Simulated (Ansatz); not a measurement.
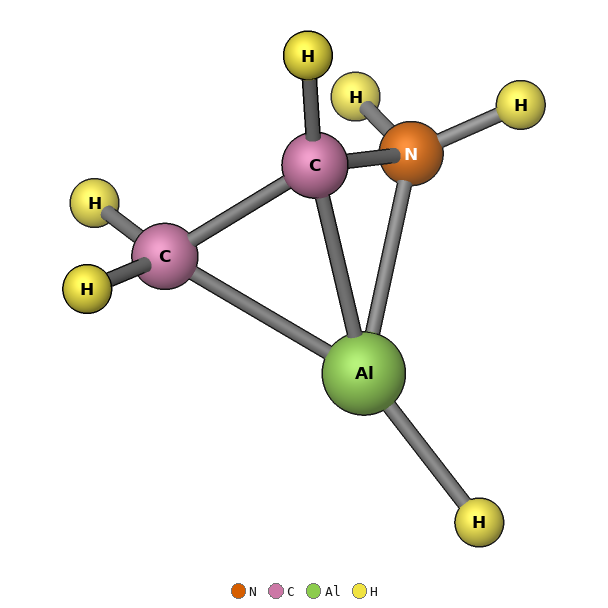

A ball-and-stick model of a molecule.

**What is the molecular formula?**

C2H6AlN, 10 atoms: 2 carbon, 6 hydrogen, 1 aluminium and 1 nitrogen.

**What is the point group of this geometry?**

C1.

**How many sets of symmetry-equivalent atoms are there?**

10: 1 N, 1 C, 1 C, 1 Al, 1 H, 1 H, 1 H, 1 H, 1 H, 1 H.

The parts below concern this one geometry. Atoms keep their numbers from picture to picture. Computed geometry: PBE0-D4/def2-TZVP optimisation.

Thermal motion

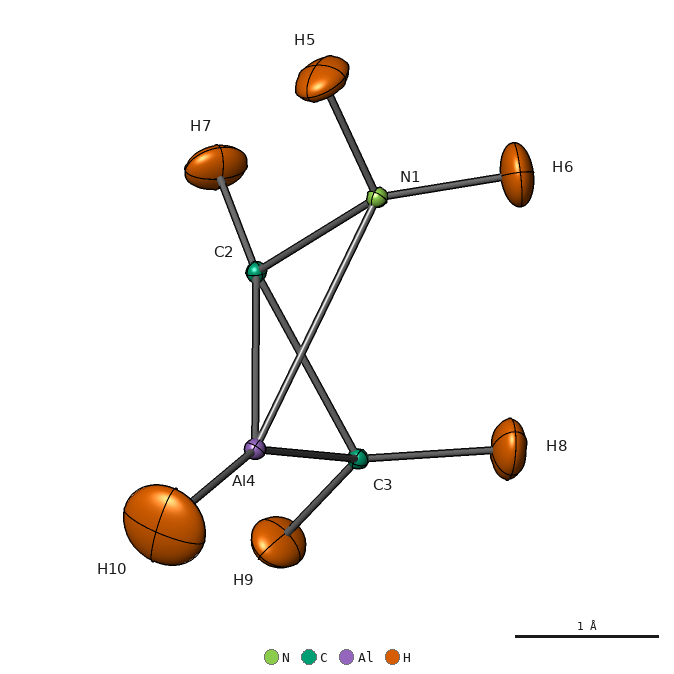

Displacement ellipsoids at the 50 % level, from the internal vibrations of the free molecule (harmonic, no overall translation or rotation; no half-axis is drawn under 0.075 Å). Vibrations computed with RKS PBE0-D4/def2-TZVP (Ansatz 0.2.0). Temperature: 298 K.

**Which atom moves most?**

H10, with U_eq = 0.0287 Å².

**Does H10 move more along its bond or across it?**

Across it: the root-mean-square amplitude is 0.094 Å along the bond and up to 0.203 Å across, since bending and torsion are softer than stretching.

Give the displacement parameters, one line for each set of equivalent atoms.

| atom | U_eq (Å²) | rms amplitudes (Å) |
| --- | --- | --- |
| N1 | 0.0013 | 0.025, 0.037, 0.043 |
| C2 | 0.0014 | 0.034, 0.038, 0.042 |
| C3 | 0.0013 | 0.029, 0.039, 0.040 |
| Al4 | 0.00056 | 0.019, 0.022, 0.029 |
| H5 | 0.0143 | 0.075, 0.123, 0.149 |
| H6 | 0.0151 | 0.075, 0.136, 0.146 |
| H7 | 0.0142 | 0.079, 0.118, 0.150 |
| H8 | 0.0160 | 0.078, 0.136, 0.153 |
| H9 | 0.0152 | 0.080, 0.129, 0.151 |
| H10 | 0.0287 | 0.094, 0.190, 0.203 |

Dipole moment

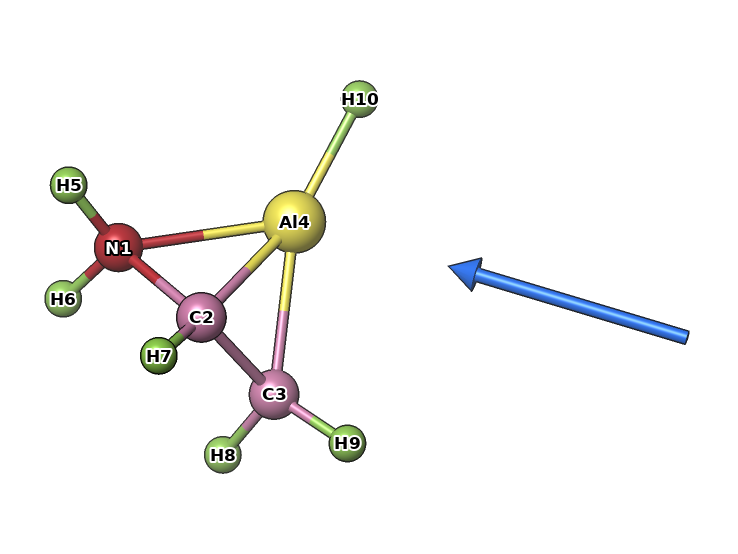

The arrow beside the molecule shows the direction of the dipole moment, from the negative to the positive end (its length means nothing). Level of theory: RKS r2SCAN-D4/def2-TZVPP (Ansatz 0.2.0).

**How large is the dipole moment?**

2.38 D; it points from the side of H9 to the side of H5 (the outermost atoms at the two ends).

Vibrations

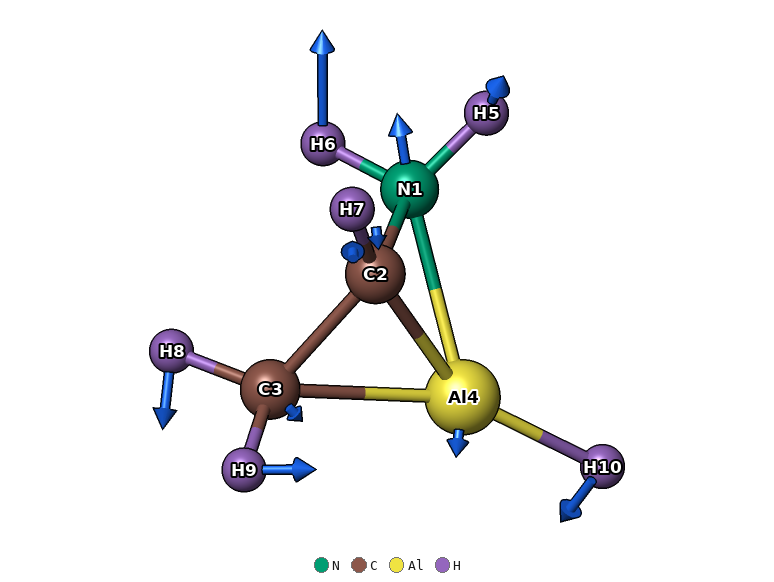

The arrows show one normal mode. Harmonic vibrations computed with RKS PBE0-D4/def2-TZVP (Ansatz 0.2.0) at a stationary point of the same level.

**Estimate its harmonic wavenumber.**

432 cm⁻¹; it is mode 2 of 24 counted from the lowest.
